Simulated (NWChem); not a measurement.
Run report: O₃, energy and gradient calculation (part 2 of 3)

O₃, SMILES O=[O+][O-]; B3LYP/6-31G*, RKS (NWChem 7.3.0). The geometry comes from this level: PBE0-D4/def2-TZVP.

Geometry of the input (Å):
```
O  0.8487  -0.5359  0.4095
O  -0.2289  -0.3176  -0.1594
O  -0.6198  0.8535  -0.2501
```

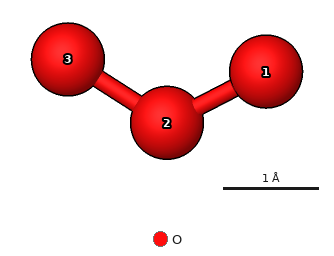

The structure as given in the input (ball-and-stick view, seen at a tilt; atoms are numbered from 1 in the order of the input).

Output, continued
```
 Vector    4  Occ=2.000000D+00  E=-1.390977D+00
              MO Center= -6.7D-02, -9.3D-02, -4.7D-02, r^2= 6.3D-01
   Bfn.  Coefficient  Atom+Function         Bfn.  Coefficient  Atom+Function
  ----- ------------  ---------------      ----- ------------  ---------------
    16      0.413809  2 O  s                 20      0.301543  2 O  s
     2      0.205785  1 O  s                 30      0.205794  3 O  s
    15     -0.178477  2 O  s                 32     -0.117198  3 O  py
     3     -0.109497  1 O  px                 6      0.106053  1 O  s
    34      0.106058  3 O  s                 18      0.101171  2 O  py

 Vector    5  Occ=2.000000D+00  E=-1.113304D+00
              MO Center= -1.8D-02, -2.5D-02, -1.2D-02, r^2= 1.1D+00
   Bfn.  Coefficient  Atom+Function         Bfn.  Coefficient  Atom+Function
  ----- ------------  ---------------      ----- ------------  ---------------
     2      0.320190  1 O  s                 30     -0.320183  3 O  s
     6      0.274734  1 O  s                 34     -0.274730  3 O  s
    17      0.231341  2 O  px                18     -0.218879  2 O  py
     1     -0.140266  1 O  s                 29      0.140264  3 O  s
    32      0.122552  3 O  py                 3     -0.109814  1 O  px

 Vector    6  Occ=2.000000D+00  E=-7.699892D-01
              MO Center= -2.1D-03, -3.0D-03, -1.5D-03, r^2= 1.6D+00
   Bfn.  Coefficient  Atom+Function         Bfn.  Coefficient  Atom+Function
  ----- ------------  ---------------      ----- ------------  ---------------
    20      0.425881  2 O  s                  6     -0.372138  1 O  s
    34     -0.372140  3 O  s                 16      0.346665  2 O  s
     2     -0.298294  1 O  s                 30     -0.298294  3 O  s
    15     -0.137139  2 O  s                 18     -0.137364  2 O  py
     1      0.127322  1 O  s                 29      0.127322  3 O  s

 Vector    7  Occ=2.000000D+00  E=-6.122754D-01
              MO Center= -1.1D-01, -1.5D-01, -7.6D-02, r^2= 9.1D-01
   Bfn.  Coefficient  Atom+Function         Bfn.  Coefficient  Atom+Function
  ----- ------------  ---------------      ----- ------------  ---------------
    19      0.483896  2 O  pz                17     -0.265849  2 O  px
    23      0.259801  2 O  pz                 5      0.216765  1 O  pz
    33      0.216772  3 O  pz                21     -0.142733  2 O  px
     3     -0.119089  1 O  px                31     -0.119093  3 O  px
     9      0.113496  1 O  pz                37      0.113499  3 O  pz

 Vector    8  Occ=2.000000D+00  E=-5.982158D-01
              MO Center= -1.2D-01, -1.7D-01, -8.5D-02, r^2= 1.3D+00
   Bfn.  Coefficient  Atom+Function         Bfn.  Coefficient  Atom+Function
  ----- ------------  ---------------      ----- ------------  ---------------
    18      0.379368  2 O  py                17      0.273414  2 O  px
     4      0.236297  1 O  py                31      0.228872  3 O  px
     6     -0.204118  1 O  s                 34     -0.204119  3 O  s
    22      0.200457  2 O  py                19      0.190399  2 O  pz
    21      0.144472  2 O  px                 3     -0.139332  1 O  px

 Vector    9  Occ=2.000000D+00  E=-5.908483D-01
              MO Center=  1.1D-01,  1.6D-01,  7.8D-02, r^2= 1.8D+00
   Bfn.  Coefficient  Atom+Function         Bfn.  Coefficient  Atom+Function
  ----- ------------  ---------------      ----- ------------  ---------------
    32      0.324145  3 O  py                 6     -0.307191  1 O  s
    34      0.307190  3 O  s                  3     -0.285547  1 O  px
    17      0.278963  2 O  px                18     -0.263938  2 O  py
     2     -0.199672  1 O  s                 30      0.199670  3 O  s
     5     -0.158488  1 O  pz                36      0.150991  3 O  py

 Vector   10  Occ=2.000000D+00  E=-3.618206D-01
              MO Center=  1.0D-01,  1.4D-01,  7.2D-02, r^2= 1.7D+00
   Bfn.  Coefficient  Atom+Function         Bfn.  Coefficient  Atom+Function
  ----- ------------  ---------------      ----- ------------  ---------------
     5      0.422310  1 O  pz                33     -0.422306  3 O  pz
     9      0.288466  1 O  pz                37     -0.288464  3 O  pz
     3     -0.232014  1 O  px                31      0.232012  3 O  px
     7     -0.158481  1 O  px                35      0.158480  3 O  px
     4     -0.044736  1 O  py                32      0.044736  3 O  py

 Vector   11  Occ=2.000000D+00  E=-3.428636D-01
              MO Center=  9.0D-02,  1.3D-01,  6.3D-02, r^2= 1.7D+00
   Bfn.  Coefficient  Atom+Function         Bfn.  Coefficient  Atom+Function
  ----- ------------  ---------------      ----- ------------  ---------------
     4      0.499887  1 O  py                31     -0.437199  3 O  px
     8      0.334265  1 O  py                35     -0.293231  3 O  px
    33     -0.244680  3 O  pz                37     -0.163542  3 O  pz
     3     -0.046407  1 O  px                32     -0.042351  3 O  py
     7     -0.035704  1 O  px                28      0.028747  2 O  d  2

 Vector   12  Occ=2.000000D+00  E=-3.297883D-01
              MO Center=  4.7D-02,  6.6D-02,  3.3D-02, r^2= 1.6D+00
   Bfn.  Coefficient  Atom+Function         Bfn.  Coefficient  Atom+Function
  ----- ------------  ---------------      ----- ------------  ---------------
     4      0.371257  1 O  py                32      0.305694  3 O  py
    31      0.278573  3 O  px                 8      0.277169  1 O  py
    20      0.245503  2 O  s                 18     -0.229852  2 O  py
    35      0.214340  3 O  px                 3      0.209301  1 O  px
    36      0.190361  3 O  py                33      0.185429  3 O  pz

 Vector   13  Occ=0.000000D+00  E=-1.738530D-01
              MO Center=  4.7D-03,  6.5D-03,  3.3D-03, r^2= 1.4D+00
   Bfn.  Coefficient  Atom+Function         Bfn.  Coefficient  Atom+Function
  ----- ------------  ---------------      ----- ------------  ---------------
    19      0.430878  2 O  pz                 5     -0.365610  1 O  pz
    33     -0.365611  3 O  pz                23      0.313695  2 O  pz
     9     -0.296733  1 O  pz                37     -0.296735  3 O  pz
    17     -0.236721  2 O  px                 3      0.200863  1 O  px
    31      0.200864  3 O  px                21     -0.172341  2 O  px

 Vector   14  Occ=0.000000D+00  E= 1.129471D-01
              MO Center=  3.9D-02,  5.5D-02,  2.7D-02, r^2= 1.5D+00
   Bfn.  Coefficient  Atom+Function         Bfn.  Coefficient  Atom+Function
  ----- ------------  ---------------      ----- ------------  ---------------
    20      1.245145  2 O  s                  6     -0.570685  1 O  s
    34     -0.570648  3 O  s                 36      0.545625  3 O  py
     7      0.527010  1 O  px                22      0.480770  2 O  py
    32      0.367696  3 O  py                 3      0.355016  1 O  px
    21      0.346535  2 O  px                18      0.323492  2 O  py

 Vector   15  Occ=0.000000D+00  E= 2.057276D-01
              MO Center= -5.9D-02, -8.2D-02, -4.1D-02, r^2= 1.4D+00
   Bfn.  Coefficient  Atom+Function         Bfn.  Coefficient  Atom+Function
  ----- ------------  ---------------      ----- ------------  ---------------
    21     -0.718751  2 O  px                 6      0.682356  1 O  s
    22      0.680085  2 O  py                34     -0.682434  3 O  s
    36      0.663914  3 O  py                 7     -0.588531  1 O  px
    17     -0.449502  2 O  px                18      0.425314  2 O  py
    32      0.380969  3 O  py                 3     -0.332834  1 O  px

 Vector   16  Occ=0.000000D+00  E= 6.923295D-01
              MO Center= -2.2D-01, -3.1D-01, -1.6D-01, r^2= 2.4D+00
   Bfn.  Coefficient  Atom+Function         Bfn.  Coefficient  Atom+Function
  ----- ------------  ---------------      ----- ------------  ---------------
    20      2.014384  2 O  s                  6     -1.333952  1 O  s
    34     -1.333981  3 O  s                 22      1.179129  2 O  py
    36      1.055727  3 O  py                 7      1.018737  1 O  px
    21      0.849801  2 O  px                35     -0.602597  3 O  px
    23      0.591782  2 O  pz                 9      0.509019  1 O  pz

 Vector   17  Occ=0.000000D+00  E= 7.565460D-01
              MO Center= -7.7D-02, -1.1D-01, -5.4D-02, r^2= 1.7D+00
   Bfn.  Coefficient  Atom+Function         Bfn.  Coefficient  Atom+Function
  ----- ------------  ---------------      ----- ------------  ---------------
    23     -0.588646  2 O  pz                19      0.569918  2 O  pz
     5      0.419955  1 O  pz                33      0.419960  3 O  pz
    21      0.323397  2 O  px                 9     -0.314970  1 O  pz
    37     -0.314977  3 O  pz                17     -0.313108  2 O  px
     3     -0.230720  1 O  px                31     -0.230723  3 O  px

 Vector   18  Occ=0.000000D+00  E= 7.641905D-01
              MO Center= -5.3D-02, -7.3D-02, -3.7D-02, r^2= 3.0D+00
   Bfn.  Coefficient  Atom+Function         Bfn.  Coefficient  Atom+Function
  ----- ------------  ---------------      ----- ------------  ---------------
    21      1.514322  2 O  px                22     -1.432774  2 O  py
    36     -1.165638  3 O  py                 7      1.078757  1 O  px
     6     -1.033571  1 O  s                 34      1.033593  3 O  s
    23      0.680180  2 O  pz                 9      0.565732  1 O  pz
    35      0.421891  3 O  px                17     -0.335486  2 O  px

 Vector   19  Occ=0.000000D+00  E= 7.857613D-01
              MO Center=  2.0D-01,  2.7D-01,  1.4D-01, r^2= 1.7D+00
   Bfn.  Coefficient  Atom+Function         Bfn.  Coefficient  Atom+Function
  ----- ------------  ---------------      ----- ------------  ---------------
     4      0.583320  1 O  py                 8     -0.561732  1 O  py
    31      0.490230  3 O  px                35     -0.471087  3 O  px
    33      0.287126  3 O  pz                37     -0.276584  3 O  pz
     2      0.260818  1 O  s                 30      0.260809  3 O  s
    18      0.256349  2 O  py                22     -0.188612  2 O  py

 Vector   20  Occ=0.000000D+00  E= 8.550703D-01
              MO Center=  7.6D-02,  1.1D-01,  5.3D-02, r^2= 2.6D+00
   Bfn.  Coefficient  Atom+Function         Bfn.  Coefficient  Atom+Function
  ----- ------------  ---------------      ----- ------------  ---------------
    36      0.817504  3 O  py                 7     -0.687669  1 O  px
    32     -0.502595  3 O  py                 9     -0.402214  1 O  pz
     3      0.396337  1 O  px                 4      0.299068  1 O  py
     5      0.249425  1 O  pz                 8     -0.230466  1 O  py
    17     -0.200786  2 O  px                18      0.190035  2 O  py

 Vector   21  Occ=0.000000D+00  E= 8.597480D-01
              MO Center=  1.3D-01,  1.7D-01,  8.8D-02, r^2= 3.2D+00
   Bfn.  Coefficient  Atom+Function         Bfn.  Coefficient  Atom+Function
  ----- ------------  ---------------      ----- ------------  ---------------
    20      1.480355  2 O  s                 36      0.797883  3 O  py
     7      0.722228  1 O  px                16     -0.563322  2 O  s
     2     -0.521054  1 O  s                 30     -0.521046  3 O  s
    32     -0.401531  3 O  py                 9      0.388696  1 O  pz
     3     -0.370283  1 O  px                18      0.224534  2 O  py

 Vector   22  Occ=0.000000D+00  E= 8.917081D-01
              MO Center=  1.2D-01,  1.6D-01,  8.2D-02, r^2= 2.5D+00
   Bfn.  Coefficient  Atom+Function         Bfn.  Coefficient  Atom+Function
  ----- ------------  ---------------      ----- ------------  ---------------
     9      0.711619  1 O  pz                37     -0.711638  3 O  pz
     5     -0.575080  1 O  pz                33      0.575086  3 O  pz
     7     -0.390958  1 O  px                35      0.390968  3 O  px
     3      0.315944  1 O  px                31     -0.315948  3 O  px
     8     -0.075384  1 O  py                36      0.075385  3 O  py

 Vector   23  Occ=0.000000D+00  E= 9.324346D-01
              MO Center= -4.9D-02, -6.9D-02, -3.4D-02, r^2= 2.4D+00
   Bfn.  Coefficient  Atom+Function         Bfn.  Coefficient  Atom+Function
  ----- ------------  ---------------      ----- ------------  ---------------
    23      1.089275  2 O  pz                 9     -0.734892  1 O  pz
    37     -0.734877  3 O  pz                21     -0.598439  2 O  px
    19     -0.535331  2 O  pz                 7      0.403744  1 O  px
    35      0.403736  3 O  px                 5      0.386883  1 O  pz
    33      0.386868  3 O  pz                17      0.294107  2 O  px

 Vector   24  Occ=0.000000D+00  E= 9.507111D-01
              MO Center= -1.0D-01, -1.4D-01, -7.1D-02, r^2= 1.9D+00
   Bfn.  Coefficient  Atom+Function         Bfn.  Coefficient  Atom+Function
  ----- ------------  ---------------      ----- ------------  ---------------
    22      0.803935  2 O  py                21      0.579400  2 O  px
    20      0.546257  2 O  s                  8     -0.539616  1 O  py
     2     -0.473029  1 O  s                 30     -0.473031  3 O  s
    35     -0.436721  3 O  px                16     -0.427877  2 O  s
    23      0.403480  2 O  pz                18     -0.349618  2 O  py

 Vector   25  Occ=0.000000D+00  E= 9.998759D-01
              MO Center=  1.2D-02,  1.6D-02,  8.2D-03, r^2= 2.8D+00
   Bfn.  Coefficient  Atom+Function         Bfn.  Coefficient  Atom+Function
  ----- ------------  ---------------      ----- ------------  ---------------
    21      1.067681  2 O  px                22     -1.010162  2 O  py
     8      0.830757  1 O  py                 6     -0.747421  1 O  s
    34      0.747444  3 O  s                 35     -0.662447  3 O  px
     4     -0.485459  1 O  py                23      0.479567  2 O  pz
    36     -0.451792  3 O  py                31      0.427239  3 O  px
```
